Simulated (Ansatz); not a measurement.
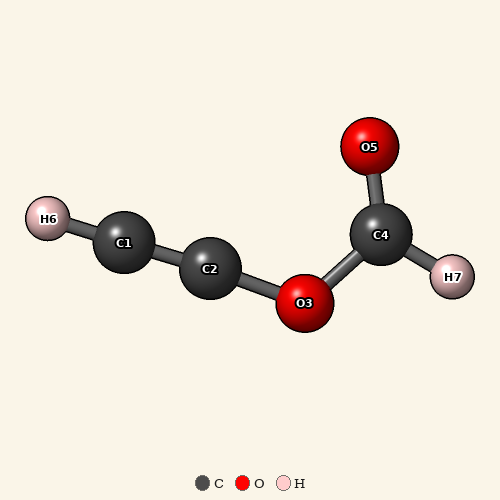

The system is C₃H₂O₂, SMILES C#COC=O; the picture shows the grid point nearest to the relaxed geometry. 
- Two internal coordinates are moved rigidly from the geometry relaxed at PBE0-D4/def2-TZVP, all others fixed.
- Coordinates scanned: (1) bond C2–O3; (2) angle O3–C4–H7.
- Grid: 5 × 5 points.
- All energies are given in kJ/mol relative to the lowest grid point.
- All numbers below come from RKS PBE-D4/def2-TZVPP (Ansatz 0.2.0).

Its coordinates:

```xyz
7

C    -1.0792   -0.0192    1.5849
C    -0.1412   -0.0030    0.8450
O     0.9565    0.0174    0.0838
C     0.7920   -0.0045   -1.2845
O    -0.2474   -0.0402   -1.8433
H    -1.9218   -0.0340    2.2328
H     1.7922    0.0173   -1.7315
```

Range: bond C2–O3 from 1.177 to 1.569 Å; angle O3–C4–H7 from 77.2 to 137.2°.

**What landscape does the calculation give?**

The lowest grid point is at bond C2–O3 = 1.336 Å, angle O3–C4–H7 = 107.2°. No other kind of well shows on this grid. The highest grid point, bond C2–O3 = 1.569 Å, angle O3–C4–H7 = 137.2°, lies 327 kJ/mol above the lowest. Round the minimum the two coordinates are weakly coupled (coupling 0.09 in units of the two stiffnesses).

```
angle O3–C4–H7 ↓, bond C2–O3 →  1.177  1.241  1.336  1.447  1.569
                         137.2    274    236    229    264    327
                         122.2    102     61     51     83    143
                         107.2     60     15      0     27     82
                          92.2    108     59     38     59    106
                          77.2    250    196    167    176    210
```

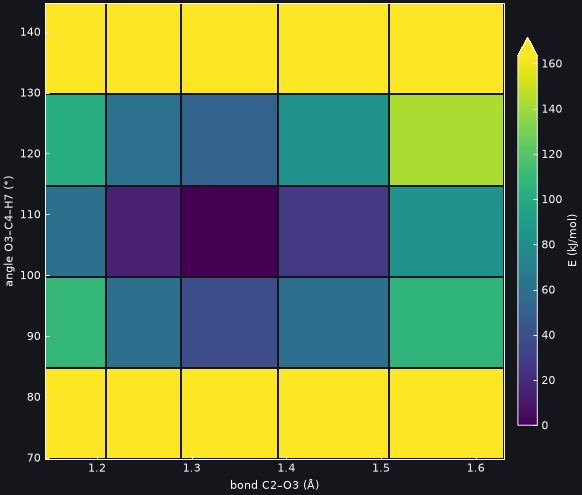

Drawn: one coloured cell a grid point, one colour for all values above the top of the scale.
